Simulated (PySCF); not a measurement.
# C₃H₈O₄S₂Si (SMILES CS(=O)(=O)COC(=S)O[SiH3]): what the fields show

Input

```
{"job": {"kind": "nmr", "xc": "PBE0", "basis": "pcSseg-1"}, "charge": 0, "multiplicity": 1}
C     -2.658556     0.729844     0.295800
S     -1.465895    -0.506153    -0.262970
O     -2.152862    -1.676421    -0.727525
O     -0.529822     0.127358    -1.146475
C     -0.563854    -0.918762     1.297871
O      0.091494     0.264976     1.640651
C      1.173340     0.608836     0.915778
S      1.659093     2.154077     0.964057
O      1.771125    -0.346455     0.272488
Si     2.924617    -0.107788    -0.913966
H     -3.402641     0.232109     0.902579
H     -3.109999     1.167964    -0.585357
H     -2.114057     1.480139     0.854743
H      0.111924    -1.754187     1.111502
H     -1.285549    -1.147309     2.077018
H      4.086551     0.509510    -0.281378
H      3.116546    -1.520300    -1.210460
H      2.339786     0.708879    -1.960970
```

Launched as:

```sh
OMP_NUM_THREADS=1 python probes_run.py task.json out
```

Geometry: GFN2-xTB.

All numbers below come from PBE0/pcSseg-1, SCF density, gas phase, non-relativistic (PySCF).

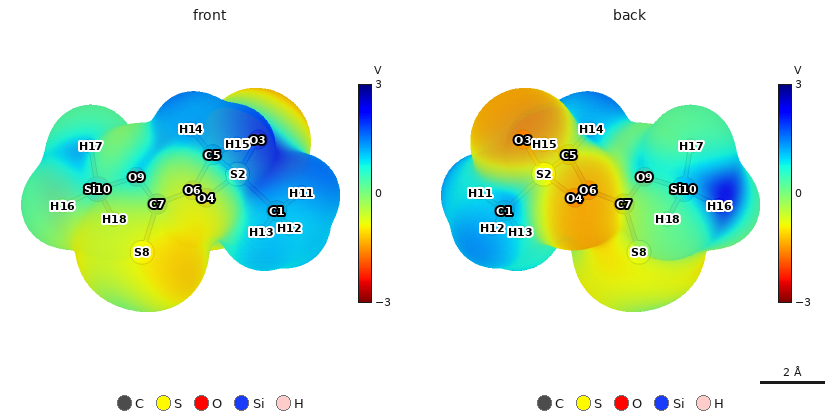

Figure 1. The molecular electrostatic potential painted on the density surface at 0.002 e/bohr³, seen from the front and from behind; the colour scale runs from red (negative) to blue (positive).

**Where is the surface potential most negative and most positive?**

The most negative region (about −1.5 V) lies over O3, the most positive (about +2.0 V) over C1, S2, Si10 and H15. O3 is the likeliest acceptor of a hydrogen bond.

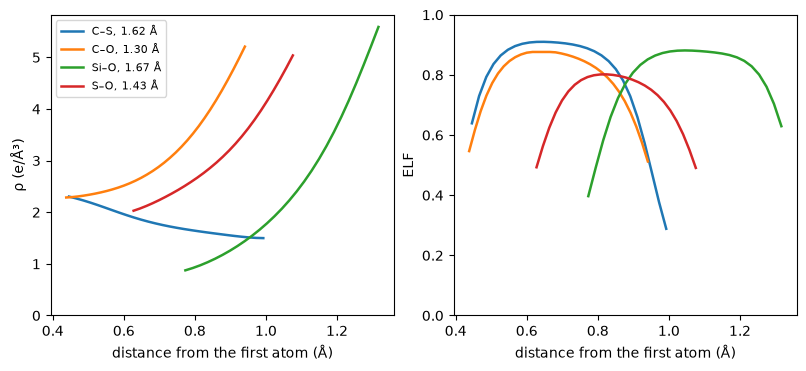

Figure 2. Electron density and ELF along straight lines between neighbouring atoms. The curves leave out the atomic cores.

**Compare the contacts.**

C–S (1.62 Å): ρ is about 1.6 e/Å³ halfway; the ELF peaks at about 0.90 between the atoms, as expected for a covalent bond.
C–O (1.30 Å): ρ at the midpoint is about 2.7 e/Å³; the ELF peaks at about 0.90 between the atoms; a polar covalent bond.
Si–O (1.67 Å): ρ at the midpoint is about 1 e/Å³; the ELF peaks at about 0.90 between the atoms: a shared but strongly polarised pair.
S–O (1.43 Å): ρ at the midpoint is about 2.3 e/Å³; the ELF peaks at about 0.80 between the atoms: a short, strongly polar bond.
